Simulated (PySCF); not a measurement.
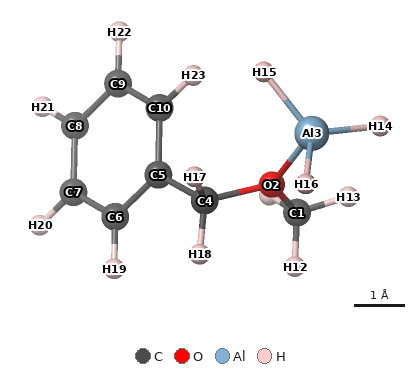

Figure 1. The structure as given in the input (ball-and-stick view, seen at a tilt; atoms are numbered from 1 in the order of the input). Sticks mark near contacts. Bond lengths as drawn: Al–H 1.58 Å, Al–O 1.88 Å, C–C 1.38 to 1.50 Å, C–H 1.08 to 1.10 Å and C–O 1.41 to 1.42 Å.

**NMR shielding calculation, with input and output: C8H13AlO**

The run: NMR shielding calculation of C8H13AlO. Method and program: GIAO PBE0/pcSseg-1 NMR shielding, non-relativistic, gas phase (PySCF 2.14.0).

The geometry comes from this level: GFN2-xTB. It belongs to a series of runs on one base structure; here: H on C replaced by Ph. Figures and captions count atoms from 1; the log counts them from 0 in places.

Output:
```
coarse grid: 19464 points
cycle   1  E = -629.5460933018  dE =  1.455e+00  |g| = 4.886e-01  |ddm| = 4.452e+00
cycle   2  E = -629.5363953802  dE =  9.698e-03  |g| = 5.748e-01  |ddm| = 1.039e+00
cycle   3  E = -629.6003332609  dE = -6.394e-02  |g| = 9.402e-02  |ddm| = 5.084e-01
cycle   4  E = -629.6017385617  dE = -1.405e-03  |g| = 3.862e-02  |ddm| = 1.050e-01
cycle   5  E = -629.6020874734  dE = -3.489e-04  |g| = 1.019e-02  |ddm| = 5.289e-02
cycle   6  E = -629.6021091814  dE = -2.171e-05  |g| = 4.869e-03  |ddm| = 1.428e-02
cycle   7  E = -629.6021153412  dE = -6.160e-06  |g| = 6.021e-04  |ddm| = 4.933e-03
final grid: 182600 points
cycle   8  E = -629.6718023450  dE = -5.292e-05  |g| = 1.218e-02  |ddm| = 6.407e-02
cycle   9  E = -629.6717835446  dE =  1.880e-05  |g| = 1.620e-02  |ddm| = 2.268e-02
cycle  10  E = -629.6718323710  dE = -4.883e-05  |g| = 1.764e-03  |ddm| = 1.244e-02
cycle  11  E = -629.6718330330  dE = -6.620e-07  |g| = 2.294e-04  |ddm| = 1.856e-03
cycle  12  E = -629.6718330430  dE = -9.917e-09  |g| = 8.734e-05  |ddm| = 3.445e-04
cycle  13  E = -629.6718330443  dE = -1.362e-09  |g| = 4.947e-05  |ddm| = 1.320e-04
cycle  14  E = -629.6718330450  dE = -6.785e-10  |g| = 7.339e-06  |ddm| = 5.754e-05
```

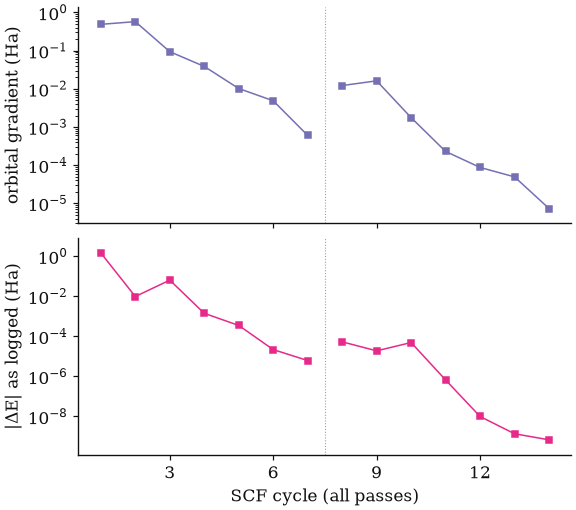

Figure 2. Convergence of the self-consistent field: orbital gradient and size of the energy change against the SCF cycle. The dotted line marks the change from a coarse to the final integration grid. The first 7 cycles use a coarse grid, the final grid takes over at cycle 8, and the field converges after 14 cycles in all.

```
converged SCF energy = -629.6718330450

GIAO shielding tensors (ppm)
atom      isotropic    diamagn.    paramagn.     s11        s22        s33       span
  0 C      128.438     246.857    -118.419     95.367    108.273    181.673     86.306
  1 O      311.689     400.948     -89.259    270.507    291.427    373.134    102.627
  2 Al     404.022     795.469    -391.447    373.534    399.607    438.925     65.391
  3 C      108.101     246.332    -138.231     81.464     97.406    145.432     63.968
  4 C       47.466     265.092    -217.626    -55.154     25.643    171.910    227.065
  5 C       52.071     250.797    -198.727    -56.695     46.544    166.363    223.058
  6 C       52.965     253.886    -200.921    -57.006     37.767    178.135    235.140
  7 C       50.844     254.371    -203.527    -60.031     33.311    179.251    239.282
  8 C       51.306     253.669    -202.363    -60.240     34.720    179.437    239.676
  9 C       52.046     251.824    -199.778    -56.879     31.149    181.869    238.748
 10 H       28.444      31.820      -3.376     23.559     29.281     32.492      8.933
 11 H       28.657      30.102      -1.445     24.902     25.746     35.323     10.421
 12 H       27.454      29.753      -2.299     22.849     26.165     33.346     10.497
 13 H       27.435      30.211      -2.776     23.994     26.315     31.995      8.001
 14 H       26.991      30.693      -3.702     22.863     27.379     30.733      7.871
 15 H       27.141      29.481      -2.341     23.522     26.177     31.723      8.200
 16 H       25.721      31.516      -5.796     22.131     26.625     28.406      6.275
 17 H       27.443      33.158      -5.714     22.451     27.645     32.234      9.783
 18 H       24.225      33.210      -8.985     20.713     23.280     28.682      7.969
 19 H       24.012      29.327      -5.315     20.511     24.606     26.918      6.407
 20 H       23.935      28.896      -4.961     20.653     24.558     26.593      5.940
 21 H       23.824      30.715      -6.891     20.286     24.075     27.111      6.825
 22 H       23.071      34.012     -10.940     18.187     22.379     28.648     10.461
```

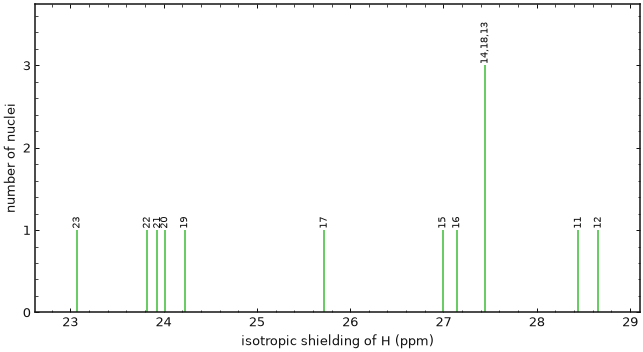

Figure 3. Isotropic shieldings of the hydrogen nuclei in this fixed geometry, labelled by atom number; shielding grows to the right, so chemical shift grows to the left. The least shielded is H23 (23.1 ppm), the most shielded H12 (28.7 ppm).

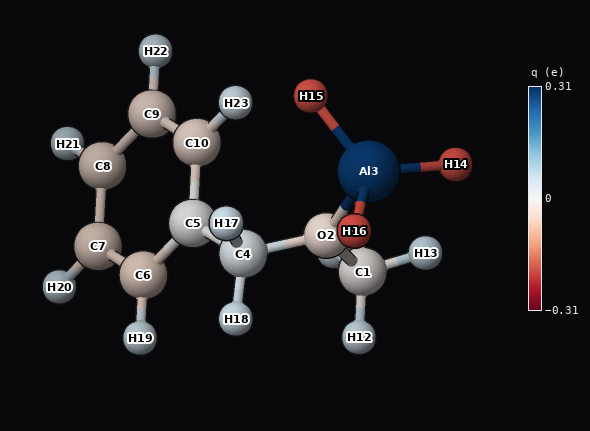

Figure 4. Hirshfeld charges, as the colour of each atom (ball-and-stick view, seen at an oblique angle; atoms are numbered from 1 in the order of the input). By element: C −0.05 to +0.03, O −0.04, Al +0.30 and H −0.21 to +0.06 e.

The run was set up as follows.

Input file:
```
{"job": {"kind": "nmr", "xc": "PBE0", "basis": "pcSseg-1"}, "charge": 0, "multiplicity": 1}
C     -1.884132    -1.218769     0.073168
O     -1.729215     0.145799    -0.249667
Al    -2.775427     1.652284     0.146821
C     -0.612987     0.429939    -1.080188
C      0.695830     0.083127    -0.424325
C      1.600271    -0.772038    -1.039061
C      2.794063    -1.090297    -0.413776
C      3.084740    -0.566477     0.833981
C      2.183474     0.284388     1.453724
C      0.995252     0.610514     0.826418
H     -1.014016    -1.590092     0.621614
H     -2.026314    -1.814123    -0.833367
H     -2.772979    -1.284003     0.698543
H     -3.782437     0.889814     1.088526
H     -1.704007     2.616767     0.789262
H     -3.228382     2.021877    -1.320060
H     -0.679765     1.510300    -1.261342
H     -0.723748    -0.098386    -2.035226
H      1.372439    -1.184992    -2.011526
H      3.495771    -1.750501    -0.901017
H      4.013245    -0.819707     1.323226
H      2.408652     0.695847     2.426093
H      0.284918     1.275715     1.298257
```

The first line tells a small driver script what to run in PySCF; the rest is the geometry in Å.

Launch command:
```bash
OMP_NUM_THREADS=1 python <driver script> task.json out
```

Results in brief:

| quantity | value |
| --- | --- |
| outcome | converged |
| total energy | −629.671833 hartree |
| HOMO | −7.25 eV |
| LUMO | −0.93 eV |
| dipole moment | 5.64 D |
| isotropic shielding, C | 47.5 to 128.4 ppm |
| isotropic shielding, O | 311.7 ppm |
| isotropic shielding, Al | 404.0 ppm |
| isotropic shielding, H | 23.1 to 28.7 ppm |
| hardware | 1 CPU thread, shared host |
| wall time | 3.8 min |
| peak memory | 1.1 GiB |
